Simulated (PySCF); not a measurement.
# H2S3 at OLYP-D3(0)/6-311+G(d,p) (Coulomb fitting set, Cartesian functions)

What is the adiabatic ionisation energy of H2S3 at OLYP-D3(0)/6-311+G** (Coulomb fitting set, Cartesian functions)? The job is set up through a Python script.

The results are computed with PySCF 2.14.0.

2 further runs of the same task are left out: 2 set aside as unsound or not needed.

## Step 1: Starting point

The species is H2S3 (5 atoms), meant as a singlet with charge 0. All atoms were displaced at random from a relaxed shape. The run starts from this shape.

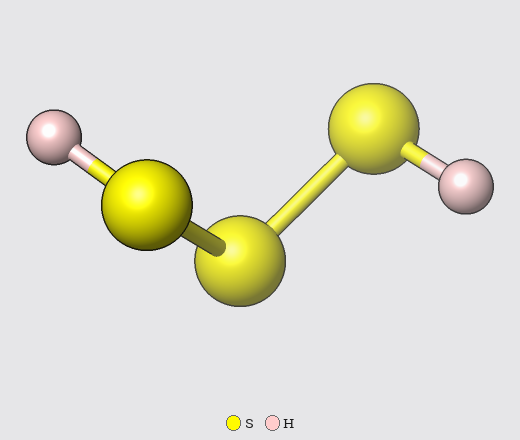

The structure, seen from a chosen angle (sulfur yellow, hydrogen pink).

## Step 2: A structure relaxation at OLYP-D3(0)/6-311+G(d,p) (Coulomb fitting set, Cartesian functions)

Contents of job.py:

```python
from pyscf import gto, dft
from pyscf.geomopt.geometric_solver import kernel as optimise

mol = gto.M(
    atom='''
S        0.624711       0.119769       1.540026
S        0.201173       0.976474      -0.265271
S       -0.704477      -0.468265      -1.370051
H        1.878516      -0.270473       1.230811
H       -1.990799      -0.290484      -1.111931
''',
    cart=True,
    max_memory=1860,
    basis='6-311+g**',
    verbose=3,
)

calc0 = dft.RKS(mol, xc='olyp')
calc0 = calc0.density_fit(auxbasis='def2-universal-jfit')
calc0.disp = 'd3zero'
converged, mol_eq = optimise(calc0, maxsteps=50, convergence_set='TURBOMOLE')
print('converged:', converged)
print(mol_eq.tostring())

calc0.reset(mol_eq)
mol = mol_eq
calc0.kernel()
e_final = calc0.e_tot
print(f'total energy: {e_final:.8f} hartree')
dip = calc0.dip_moment()
pop, q = calc0.mulliken_pop()
```

Run with:

```sh
$ OMP_NUM_THREADS=1 python job.py
```

Log:

```text
convergence_set           TURBOMOLE
maxiter                   50
----------------------------------------------------------
Custom engine selected.
Bonds will be generated from interatomic distances less than 1.20 times sum of covalent radii
15 internal coordinates being used (instead of 15 Cartesians)
Internal coordinate system (atoms numbered from 1):
Distance 1-2
Distance 1-4
Distance 2-3
Distance 3-5
Angle 2-1-4
Angle 1-2-3
Angle 2-3-5
Dihedral 4-1-2-3
Dihedral 1-2-3-5
Translation-X 1-5
Translation-Y 1-5
Translation-Z 1-5
Rotation-A 1-5
Rotation-B 1-5
Rotation-C 1-5
> ===== Optimization Info: ====
> Job type: Energy minimization
> Maximum number of optimization cycles: 50
> Initial / maximum trust radius (Angstrom): 0.100 / 0.300
> Convergence Criteria:
> Will converge when all 5 criteria are reached:
>  |Delta-E| < 1.00e-06
>  RMS-Grad  < 5.00e-04
>  Max-Grad  < 1.00e-03
>  RMS-Disp  < 5.00e-04
>  Max-Disp  < 1.00e-03
> === End Optimization Info ===

Geometry optimization cycle 1
Cartesian coordinates (Angstrom)
 Atom        New coordinates             dX        dY        dZ
   S   0.624711   0.119769   1.540026    0.000000  0.000000  0.000000
   S   0.201173   0.976474  -0.265271    0.000000  0.000000  0.000000
[... 4 lines left out ...]
WARN: Mole.unit (angstrom) is changed to Bohr
[... 1 line left out ...]
converged SCF energy = -1195.84943083664
[... 9 lines left out ...]
Step    0 : Gradient = 2.114e-02/3.289e-02 (rms/max) Energy = -1195.8494308366
[... 10 lines left out ...]
converged SCF energy = -1195.85372096537
[... 20 lines left out ...]
converged SCF energy = -1195.85403315276
[... 20 lines left out ...]
converged SCF energy = -1195.85410025293
[... 20 lines left out ...]
converged SCF energy = -1195.85410262956
[... 20 lines left out ...]
converged SCF energy = -1195.85410300365
[... 11 lines left out ...]
Converged! =D
[... 1 line left out ...]
converged: True
[... 5 lines left out ...]
converged SCF energy = -1195.85410300366
total energy: -1195.85410300 hartree
Dipole moment(X, Y, Z, Debye): -0.11525, -0.65313,  0.18152
[... 72 lines left out ...]
pop of  2  S 2pz          0.62264
pop of  2  S 3px          1.34322
pop of  2  S 3py          1.34025
pop of  2  S 3pz          1.34038
pop of  2  S 4px          0.30022
pop of  2  S 4py          0.35251
pop of  2  S 4pz          0.35127
pop of  2  S 5px          0.71357
pop of  2  S 5py          0.95868
pop of  2  S 5pz          0.94286
pop of  2  S 6px          0.09395
pop of  2  S 6py          0.25859
pop of  2  S 6pz          0.25905
pop of  2  S 7px          0.00728
pop of  2  S 7py          0.00178
pop of  2  S 7pz         -0.01152
pop of  2  S 3dxx         0.04525
pop of  2  S 3dxy         0.00725
pop of  2  S 3dxz         0.01036
pop of  2  S 3dyy         0.02265
pop of  2  S 3dyz         0.01071
pop of  2  S 3dzz         0.01887
pop of  3  H 1s           0.24826
pop of  3  H 2s           0.51744
pop of  3  H 3s           0.11525
pop of  3  H 2px          0.01617
pop of  3  H 2py          0.00981
pop of  3  H 2pz          0.00595
pop of  4  H 1s           0.24826
pop of  4  H 2s           0.51747
pop of  4  H 3s           0.11523
pop of  4  H 2px          0.01641
pop of  4  H 2py          0.00721
pop of  4  H 2pz          0.00829
 ** Mulliken atomic charges  **
charge of    0S =     -0.06565
charge of    1S =     -0.04335
charge of    2S =     -0.06527
charge of    3H =      0.08714
charge of    4H =      0.08714
```

Run time: 44 s. Hardware: 1 thread of AMD EPYC 7R43 (Zen 3), shared host; peak memory 0.97 GiB.

Step by step:

| step | energy from the first frame kept (eV) | largest force (eV/Å) |
| --- | --- | --- |
| 0 | 0.0000 | 1.6912 |
| 1 | -0.1167 | 0.4809 |
| 2 | -0.1252 | 0.1950 |
| 3 | -0.1271 | 0.0354 |
| 4 | -0.1271 | 0.0190 |
| 5 | -0.1271 | 0.0118 |

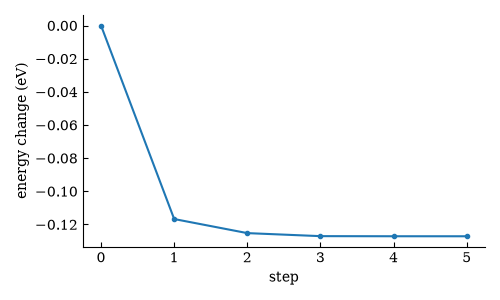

Energy along the run.

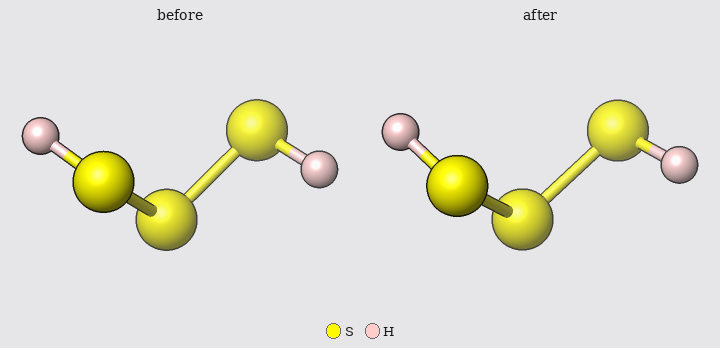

Before and after, at one scale.

After the run. Bond lengths: S1–S2 2.100 Å, S2–S3 2.099 Å, S1–H4 1.358 Å, S3–H5 1.358 Å. Angles: S1–S2–S3 109.7°, S2–S1–H4 98.2°, S2–S3–H5 98.3°.

## Step 3: The doublet cation

Contents of calc.py:

```python
from pyscf import gto, dft
from pyscf.geomopt.geometric_solver import kernel as optimise

molecule = gto.Mole()
molecule.atom = '''
S    0.624711   0.119769   1.540026
S    0.201173   0.976474  -0.265271
S   -0.704477  -0.468265  -1.370051
H    1.878516  -0.270473   1.230811
H   -1.990799  -0.290484  -1.111931
'''
molecule.verbose = 3
molecule.max_memory = 1860
molecule.charge = 1
molecule.spin = 1
molecule.basis = '6-311+g**'
molecule.cart = True
molecule.build()

mf = dft.UKS(molecule)
mf.xc = 'olyp'
mf = mf.density_fit(auxbasis='def2-universal-jfit')
mf.disp = 'd3zero'
converged, mol_eq = optimise(mf, maxsteps=50, convergence_set='TURBOMOLE')
print('converged:', converged)
print(mol_eq.tostring())

mf.reset(mol_eq)
molecule = mol_eq
mf.kernel()
if not mf.converged:
    mf = mf.newton().run(mf.mo_coeff, mf.mo_occ)
e_final = mf.e_tot
print('E = %.10f Eh' % e_final)
mf.analyze()
```

Run with:

```sh
$ OMP_NUM_THREADS=1 python calc.py
```

Log:

```text
convergence_set           TURBOMOLE
maxiter                   50
----------------------------------------------------------
Custom engine selected.
Bonds will be generated from interatomic distances less than 1.20 times sum of covalent radii
15 internal coordinates being used (instead of 15 Cartesians)
Internal coordinate system (atoms numbered from 1):
Distance 1-2
Distance 1-4
Distance 2-3
Distance 3-5
Angle 2-1-4
Angle 1-2-3
Angle 2-3-5
Dihedral 4-1-2-3
Dihedral 1-2-3-5
Translation-X 1-5
Translation-Y 1-5
Translation-Z 1-5
Rotation-A 1-5
Rotation-B 1-5
Rotation-C 1-5
> ===== Optimization Info: ====
> Job type: Energy minimization
> Maximum number of optimization cycles: 50
> Initial / maximum trust radius (Angstrom): 0.100 / 0.300
> Convergence Criteria:
> Will converge when all 5 criteria are reached:
>  |Delta-E| < 1.00e-06
>  RMS-Grad  < 5.00e-04
>  Max-Grad  < 1.00e-03
>  RMS-Disp  < 5.00e-04
>  Max-Disp  < 1.00e-03
> === End Optimization Info ===

Geometry optimization cycle 1
Cartesian coordinates (Angstrom)
 Atom        New coordinates             dX        dY        dZ
   S   0.624711   0.119769   1.540026    0.000000  0.000000  0.000000
   S   0.201173   0.976474  -0.265271    0.000000  0.000000  0.000000
[... 4 lines left out ...]
WARN: Mole.unit (angstrom) is changed to Bohr
[... 3 lines left out ...]
converged SCF energy = -1195.5118782443  <S^2> = 0.75204  2S+1 = 2.002039
[... 20 lines left out ...]
converged SCF energy = -1195.52286221975  <S^2> = 0.75207028  2S+1 = 2.0020692
[... 41 lines left out ...]
converged SCF energy = -1195.53931087706  <S^2> = 0.75184594  2S+1 = 2.0018451
[... 41 lines left out ...]
converged SCF energy = -1195.54115628294  <S^2> = 0.75158142  2S+1 = 2.0015808
[... 41 lines left out ...]
converged SCF energy = -1195.54118738606  <S^2> = 0.75153751  2S+1 = 2.0015369
[... 41 lines left out ...]
converged SCF energy = -1195.5411876216  <S^2> = 0.75153557  2S+1 = 2.001535
[... 13 lines left out ...]
converged: True
[... 4 lines left out ...]
H          -1.89065399        0.19862194       -1.63057089

WARN: HOMO -0.214342741683461 >= LUMO -0.214342741683465

converged SCF energy = -1195.54118762183  <S^2> = 0.75153555  2S+1 = 2.001535
E = -1195.5411876218 Eh
**** MO energy ****
                             alpha | beta                alpha | beta
MO #1   energy= -88.3601033194285  | -88.357397686477   occ= 1 | 1
MO #2   energy= -88.3222148286477  | -88.3205627417061  occ= 1 | 1
MO #3   energy= -88.3222055054339  | -88.3205543003651  occ= 1 | 1
[... 101 lines of this table left out ...]
MO #105 energy= 195.291627060292   | 195.294704243568   occ= 0 | 0

To work with the spin densities directly, `use mulliken_meta_spin()` only printing them here.

WARN: Weak orthogonality for localized orbitals 1.0670182732500981e-09

 ** Mulliken spin pop alpha/beta on meta-lowdin orthogonal AOs **
 ** Mulliken Spin Density (per atom)  **
spin density of  0 S =      0.28822
spin density of  1 S =      0.43672
spin density of  2 S =      0.28836
spin density of  3 H =     -0.00664
spin density of  4 H =     -0.00666

WARN: Weak orthogonality for localized orbitals 1.0670182732500981e-09

 ** Mulliken pop alpha/beta on meta-lowdin orthogonal AOs **
 ** Mulliken atomic charges   ( Nelec_alpha | Nelec_beta ) **
charge of  0S =      0.18222  (     8.05300      7.76478 )
charge of  1S =      0.29290  (     8.07191      7.63519 )
charge of  2S =      0.18212  (     8.05312      7.76476 )
charge of  3H =      0.17132  (     0.41102      0.41766 )
charge of  4H =      0.17144  (     0.41095      0.41761 )

WARN: System has nonzero charge 1; the dipole moment is origin-dependent.
Location of origin: [0. 0. 0.]

Dipole moment(X, Y, Z, Debye):  0.07870,  0.40052, -0.08126
```

It took 2 min on 1 thread of AMD EPYC 7R43 (Zen 3), shared host; peak memory 0.97 GiB.

Step by step:

| step | energy from the first frame kept (eV) | largest force (eV/Å) |
| --- | --- | --- |
| 0 | 0.0000 | 1.5912 |
| 1 | -0.2989 | 0.8811 |
| 2 | -0.5526 | 0.4264 |
| 3 | -0.7465 | 0.1779 |
| 4 | -0.7921 | 0.0864 |
| 5 | -0.7967 | 0.0808 |
| 6 | -0.7975 | 0.0178 |
| 7 | -0.7975 | 0.0094 |
| 8 | -0.7975 | 0.0028 |
| 9 | -0.7975 | 0.0009 |

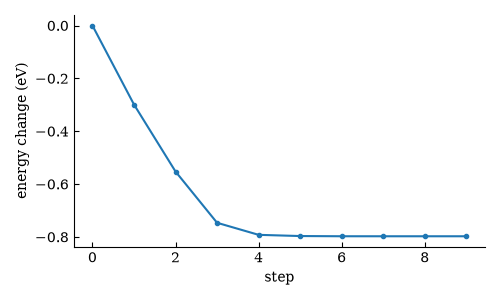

Energy along the run.

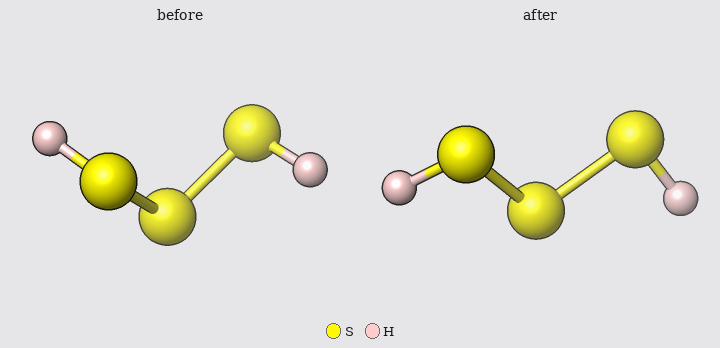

Before and after, at one scale.

After the run. Bond lengths: S1–S2 2.073 Å, S2–S3 2.073 Å, S1–H4 1.362 Å, S3–H5 1.362 Å. Angles: S1–S2–S3 101.5°, S2–S1–H4 91.8°, S2–S3–H5 91.8°.

## Step 4: Summary of results

At OLYP-D3(0)/6-311+G** (Coulomb fitting set, Cartesian functions):

```
                                                               quantity           value
                                  singlet H2S3: total energy at the end  -1195.85410 Eh
                                            singlet H2S3: dipole moment          0.69 D
                                              singlet H2S3: HOMO energy        -6.32 eV
                                              singlet H2S3: LUMO energy        -2.69 eV
                                            singlet H2S3: HOMO–LUMO gap         3.64 eV
                                        singlet H2S3: dispersion energy   -15.61 kJ/mol
                                doublet cation: total energy at the end  -1195.54119 Eh
                     doublet cation: HOMO energy (highest over α and β)       -11.59 eV
                      doublet cation: LUMO energy (lowest over α and β)       -10.86 eV
                                      doublet cation: dispersion energy   -15.13 kJ/mol
                                                   doublet cation: ⟨S²⟩           0.752
adiabatic ionisation energy (to the doublet cation, no zero-point term)        8.515 eV
```

**Reading.** The adiabatic ionisation energy (to the doublet cation, no zero-point term) is 8.51 eV (822 kJ/mol). The optimisation (singlet H2S3) took 5 steps and changed the energy by -0.127 eV. Mulliken charges (singlet H2S3) run from -0.07 on S1 to +0.09 on H4; in a basis this large or diffuse they mean little. The optimisation (doublet cation) took 9 steps and changed the energy by -0.798 eV.
